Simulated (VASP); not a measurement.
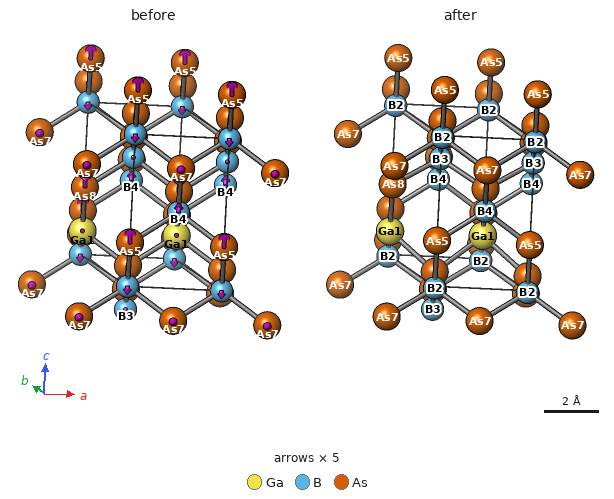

The structure of solid GaB3As4 (a generated structure, set up in Cm) before (left) and after (right) a relaxation, at one scale. The purple arrows give the displacements (the part carried along by the change of the cell is left out), 5 times their true length.

A ball-and-stick model of the cell of the calculation, seen slightly off an axis.

The run lets cell and atoms move.

Level of theory: VASP, Kohn-Sham DFT of a periodic cell, LDA, VASP PAW LDA potentials, recommended.

The input:
```
ALGO = Fast ; EDIFF = 1E-6
EDIFFG = -0.005 ; ENCUT = 300
IBRION = 2 ; ISIF = 3
ISMEAR = 0 ; KPAR = 2
LASPH = T ; LCHARG = F
LREAL = F ; LWAVE = F
NELM = 60 ; NSW = 60
PREC = Accurate ; SIGMA = 0.02
```

Run as
```bash
cat potpaw_LDA.64/Ga_d/POTCAR potpaw_LDA.64/B/POTCAR potpaw_LDA.64/As/POTCAR > POTCAR
mpirun -np 2 vasp_std > vasp.out
```

Summarise the run.

The largest move relative to the cell is that of an As atom, 0.24 Å along [−1 −2 −3]. By element the largest moves are As 0.24 Å, B 0.09 Å, Ga 0.02 Å. The drawn cell changes as follows: a 3.550 → 3.504 Å (−1.3 %), b 6.149 → 6.063 Å (−1.4 %), c 6.149 → 6.083 Å (−1.1 %), α 99.6° → 99.3°; the volume changes by −3.6 %. Near-neighbour distances that change, for instance: As–As 3.550 → 3.208 Å, As–Ga 2.174 → 2.356 Å, As–B 2.174 → 2.016 Å, As–Ga 2.174 → 2.319 Å. Bond angles that change, for instance: As–Ga–As 109.5° → 98.9°, Ga–As–Ga 109.5° → 98.9°, B–As–B 109.5° → 118.2°. The space group stays Cm (No. 8). The energy falls by 1.407 eV per cell of the calculation in 22 geometry steps. The largest force component goes from 4.8 to 0.0025 eV/Å. Pressure: −0.53 GPa at the start and 0.01 GPa at the end.
